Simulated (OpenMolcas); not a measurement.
## Multiconfigurational calculation: Cr²⁺ complex (part 2 of 2)

Continued. System: Cr²⁺ with 8 ligands (F; cube, 2.334 Å), embedded in SrF2 by model potentials and point charges, whose field is part of the energies. Method: state-averaged CASSCF, active space 4 electrons in the shell 3d, basis ANO-RCC-VTZP on the metal and ANO-RCC-VDZP on the ligands, DKH2 scalar Hamiltonian, spin-orbit coupling by RASSI with atomic mean-field integrals (OpenMolcas).

## The program's output (extracts), continued
```
--- RASSI ---
SPIN-FREE ENERGIES:
  (Shifted by EMIN (a.u.) =      -1847.9406278168)

 SF State       Relative EMIN(au)   Rel lowest level(eV)    D:o, cm**(-1)

     1             0.0000000000        0.0000000000              0.0000
     2             0.0000000000        0.0000000000              0.0000
     3             0.0000000000        0.0000000000              0.0000
     4             0.0168760963        0.4592219753           3703.8750
     5             0.0168760963        0.4592219753           3703.8750
     6             0.0783130400        2.1310063784          17187.7256
     7             0.0783130400        2.1310063784          17187.7256
     8             0.0783130404        2.1310063912          17187.7257
     9             0.0867369541        2.3602327603          19036.5610
    10             0.0867369541        2.3602327603          19036.5610
    11             0.0867369541        2.3602327603          19036.5610
    12             0.0930417863        2.5317959846          20420.3118
    13             0.0930417863        2.5317959846          20420.3118
    14             0.0930417863        2.5317959846          20420.3118
    15             0.1016121245        2.7650067667          22301.2836
    16             0.1016121245        2.7650067667          22301.2836
    17             0.1044902871        2.8433255614          22932.9672
    18             0.1044902871        2.8433255614          22932.9672
    19             0.1044902871        2.8433255614          22932.9672
    20             0.1054256154        2.8687771418          23138.2481
    21             0.1054256154        2.8687771418          23138.2481
    22             0.1054256154        2.8687771418          23138.2481
    51             0.1068520796        2.9075932104          23451.3208
    23             0.1167295350        3.1763724646          25619.1717
    25             0.1167922183        3.1780781633          25632.9291
    26             0.1167922183        3.1780781633          25632.9291
    24             0.1167922183        3.1780781633          25632.9291
    28             0.1179711689        3.2101590418          25891.6788
    29             0.1179711689        3.2101590418          25891.6788
    27             0.1179711689        3.2101590418          25891.6788
    52             0.1196741471        3.2564994416          26265.4393
    53             0.1196741471        3.2564994416          26265.4393
    54             0.1196741471        3.2564994416          26265.4393
    30             0.1218819077        3.3165756677          26749.9868
    31             0.1218819077        3.3165756677          26749.9868
    32             0.1306958857        3.5564162256          28684.4313
    55             0.1320566789        3.5934452969          28983.0909
    56             0.1320566789        3.5934452969          28983.0909
    57             0.1320566789        3.5934452969          28983.0909
    34             0.1349128623        3.6711660044          29609.9507
Eigenvalues of complex Hamiltonian:
   -----------------------------------
  (Shifted by EMIN (a.u.) =      -1847.9406278168)

 SO State       Relative EMIN(au)   Rel lowest level(eV)    D:o, cm**(-1)

     1            -0.0007360109        0.0000000000              0.0000
     2            -0.0006680401        0.0018495795             14.9179
     3            -0.0006680401        0.0018495797             14.9179
     4            -0.0006680401        0.0018495799             14.9179
     5            -0.0006088516        0.0034601787             27.9082
     6            -0.0006088516        0.0034601788             27.9082
     7            -0.0006088516        0.0034601788             27.9082
     8             0.0001874791        0.0251294428            202.6826
     9             0.0001874791        0.0251294428            202.6826
    10             0.0002256082        0.0261669887            211.0510
    11             0.0002256082        0.0261669888            211.0510
    12             0.0002256082        0.0261669886            211.0510
    13             0.0007934093        0.0416176413            335.6689
    14             0.0007934093        0.0416176414            335.6689
    15             0.0007934092        0.0416176413            335.6689
    16             0.0168484619        0.4784978797           3859.3457
    17             0.0168689243        0.4790546914           3863.8367
    18             0.0168689243        0.4790546912           3863.8367
    19             0.0168689243        0.4790546913           3863.8367
    20             0.0168892635        0.4796081474           3868.3006
    21             0.0168892635        0.4796081474           3868.3006
    22             0.0169076635        0.4801088365           3872.3389
    23             0.0169076635        0.4801088364           3872.3389
    24             0.0169076635        0.4801088367           3872.3389
    25             0.0169259994        0.4806077830           3876.3632
    26             0.0771348851        2.1189750267          17090.6862
    27             0.0778331306        2.1379752563          17243.9334
    28             0.0778331309        2.1379752626          17243.9334
    29             0.0778331309        2.1379752627          17243.9334
    30             0.0786441389        2.1600439159          17421.9291
    31             0.0786441391        2.1600439203          17421.9291
    32             0.0787023263        2.1616272761          17434.6998
    33             0.0787023266        2.1616272823          17434.6998
    34             0.0787023266        2.1616272828          17434.6998
    35             0.0865127719        2.3741603275          19148.8944
    36             0.0865127719        2.3741603278          19148.8944
    37             0.0865127719        2.3741603275          19148.8944
    38             0.0866199202        2.3770759813          19172.4108
    39             0.0866199202        2.3770759814          19172.4108
    40             0.0868031702        2.3820624674          19212.6295
    41             0.0868031702        2.3820624671          19212.6295
Weights of the five most important spin-orbit-free states for each spin-orbit state.

 SO State  Total energy (au)           Spin-free states, spin, and weights
 -------------------------------------------------------------------------------------------------------
    1        -0.000736       3 2.0  0.3311    2 2.0  0.3311    1 2.0  0.3311    4 2.0  0.0030    5 2.0  0.0030
    2        -0.000668       2 2.0  0.4742    3 2.0  0.4251    1 2.0  0.0970    4 2.0  0.0019    5 2.0  0.0014
    3        -0.000668       3 2.0  0.4890    1 2.0  0.3422    2 2.0  0.1651    5 2.0  0.0022    4 2.0  0.0011
    4        -0.000668       1 2.0  0.5571    2 2.0  0.3570    3 2.0  0.0822    4 2.0  0.0019    5 2.0  0.0014
    5        -0.000609       1 2.0  0.3497    2 2.0  0.3430    3 2.0  0.3064    5 2.0  0.0004    4 2.0  0.0003
    6        -0.000609       3 2.0  0.4222    2 2.0  0.3124    1 2.0  0.2645    4 2.0  0.0004    5 2.0  0.0002
    7        -0.000609       1 2.0  0.3848    2 2.0  0.3437    3 2.0  0.2705    5 2.0  0.0003    4 2.0  0.0003
    8         0.000187       3 2.0  0.4608    2 2.0  0.3622    1 2.0  0.1734    4 2.0  0.0016    5 2.0  0.0016
    9         0.000187       1 2.0  0.4908    2 2.0  0.3020    3 2.0  0.2035    4 2.0  0.0016    5 2.0  0.0016
   10         0.000226       3 2.0  0.5255    2 2.0  0.2401    1 2.0  0.2328    5 2.0  0.0010    4 2.0  0.0004
   11         0.000226       2 2.0  0.4708    3 2.0  0.3858    1 2.0  0.1417    4 2.0  0.0008    5 2.0  0.0006
   12         0.000226       1 2.0  0.6238    2 2.0  0.2875    3 2.0  0.0870    4 2.0  0.0008    5 2.0  0.0005
```

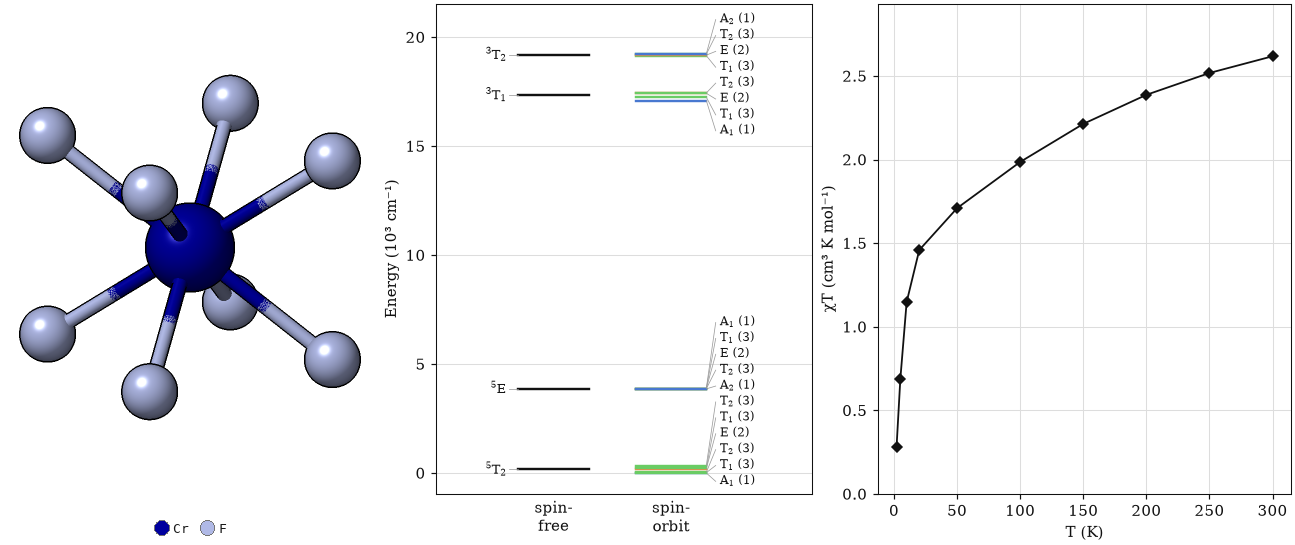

**Figure 1.** Cr²⁺ (3d⁴) as a dopant in SrF₂, a cluster with its 8 nearest F⁻ at 2.334 Å (cube) embedded in model potentials and point charges; the geometry was set, not optimised, and its levels and susceptibility. Labels give the representation in O, Td, D4 or D3 as the site allows (double group for half-integer spin) where it could be assigned and, in brackets, the degeneracy; spin-free states, where drawn, share the zero of the spin-orbit levels. Powder susceptibility by Van Vleck's formula. The ground level is A₁, non-degenerate, 100 % from states of spin multiplicity 5. The next level lies at 15 cm⁻¹ (T₁). The lowest spin-free state is ⁵T₂, from the free-ion D term; of the same spin there follows at 3,700 cm⁻¹ (⁵E) above it. A ligand-field fit to the spin-free states gives |10Dq| = 4,040 cm⁻¹, B = 1,020 and C = 3,860 cm⁻¹ (rms misfit 90 cm⁻¹). χT is 0.280 cm³ K mol⁻¹ at 2 K and 2.62 at 300 K, an effective moment of 4.58 μB. The active orbitals hold 97 to 99 % metal character (Löwdin), and the Mulliken charge of the metal is +1.78.

## The input
```
&GATEWAY
Basis set
Cr.ANO-RCC-VTZP.
Cr1 0.0 0.0 0.0 Angstrom
End of basis
Basis set
F.ANO-RCC-VDZP.
L1 1.347536 1.347536 1.347536 Angstrom
L2 1.347536 1.347536 -1.347536 Angstrom
L3 1.347536 -1.347536 1.347536 Angstrom
L4 1.347536 -1.347536 -1.347536 Angstrom
End of basis
Basis set
Sr.EMB-AIMP.Pascual.0s.0s.ECP.SrF2.
PseudoCharge
* 21 symmetry-unique lattice sites within 7.6 angstrom
End of basis
Basis set
F.EMB-AIMP.Pascual.0s.0s.ECP.SrF2.
PseudoCharge
* 40 symmetry-unique lattice sites within 7.6 angstrom
End of basis
Symmetry
XYZ
AngMom=0.0 0.0 0.0
AMFI
RICD
XField
1348 Angstrom 0
* Evjen-weighted lattice charges
&SEWARD
&RASSCF
FileOrb=start.orb
Symmetry=1
Spin=5
nActEl=4 0 0
Inactive=23 26
Ras2=5 0
CIRoot=5 5 1
SDav=5
CIMx=300
Iter=150 100
PrWF=0.3
OrbListing=Nothing
MaxOrb=1
LevShft=1.0
>>> COPY $Project.JobIph JOB001
&RASSCF
FileOrb=start.orb
Symmetry=1
Spin=3
nActEl=4 0 0
Inactive=23 26
Ras2=5 0
CIRoot=45 45 1
SDav=45
CIMx=300
Iter=150 100
PrWF=0.3
OrbListing=Nothing
MaxOrb=0
LevShft=1.0
>>> COPY $Project.JobIph JOB002
&RASSCF
FileOrb=start.orb
Symmetry=1
Spin=1
nActEl=4 0 0
Inactive=23 26
Ras2=5 0
CIRoot=50 50 1
SDav=50
CIMx=300
Iter=150 100
PrWF=0.3
OrbListing=Nothing
MaxOrb=0
LevShft=1.0
>>> COPY $Project.JobIph JOB003
&RASSI
NrOfJobIphs=3 5 45 50
1 2 3 4 5
1 2 3 4 5 6 7 8 9 10 11 12 13 14 15 16 17 18 19 20 21 22 23 24 25 26 27
28 29 30 31 32 33 34 35 36 37 38 39 40 41 42 43 44 45
1 2 3 4 5 6 7 8 9 10 11 12 13 14 15 16 17 18 19 20 21 22 23 24 25 26 27
28 29 30 31 32 33 34 35 36 37 38 39 40 41 42 43 44 45 46 47 48 49 50
IphNames
JOB001
JOB002
JOB003
EJob
SpinOrbit
DIPRint=1.0
SOCoupling=1000.0
Subsets=2
Property=9
'ANGMOM' 1 'ANGMOM' 2 'ANGMOM' 3 'MLTPL  1' 1 'MLTPL  1' 2 'MLTPL  1' 3
'AMFI' 1 'AMFI' 2 'AMFI' 3
SOProperty=3
'ANGMOM' 1 'ANGMOM' 2 'ANGMOM' 3
```

The file start.orb holds starting orbitals from an earlier step. A driver script formed the levels outside the program, from RASSI's spin-orbit matrix and the active-space energies, averaged over the components of each term or state.

Command:
```bash
OMP_NUM_THREADS=1 MOLCAS_MEM=2457 MOLCAS_PROJECT=a pymolcas a.inp > a.log  # once for each step of the input, in one work folder
```

## Key numbers

| quantity | value |
| --- | --- |
| outcome | converged |
| energy of the lowest spin-free term | −1847.94063 hartree |
| energy of the lowest spin-orbit level | −1847.94136 hartree |
| largest spread among components of a term | 0.0 cm⁻¹ |
| hardware | 1 thread of Arm Neoverse V2, 112 GiB of memory available, shared host |
| wall time | 58 s |
| peak memory | 0.17 GiB |

## Notes

Without dynamic correlation the splittings between terms come out too large, often by 20 to 50 %. Caveats: small active space favours high spin, ground spin may be wrong; the geometry is set by hand, with no relaxation.
